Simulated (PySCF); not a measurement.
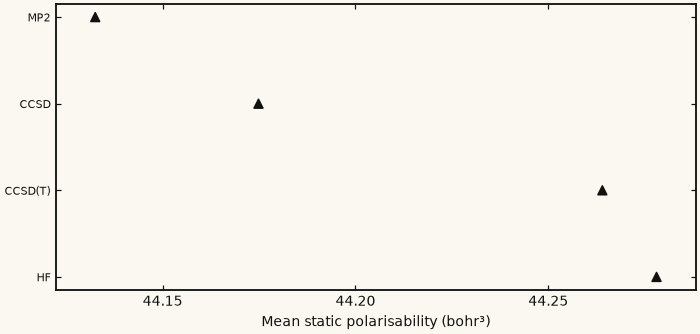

The mean static polarisability of neutral antimony ([Kr] 4d¹⁰ 5s² 5p³) across levels of theory. Finite fields; PySCF, aug-cc-pwCVTZ-PP with a 28-electron core potential, unrestricted single determinants, no spin-orbit coupling. 18 core electrons frozen.

> How do the methods compare?

The values run from 44.133 bohr³ (MP2) to 44.278 bohr³ (HF). The recommended value is 43.0 ± 2 bohr³, off the plot, too uncertain to rank the methods.

| Method | Mean static polarisability (bohr³) |
| --- | --- |
| HF | 44.278 |
| MP2 | 44.133 |
| CCSD | 44.175 |
| CCSD(T) | 44.264 |
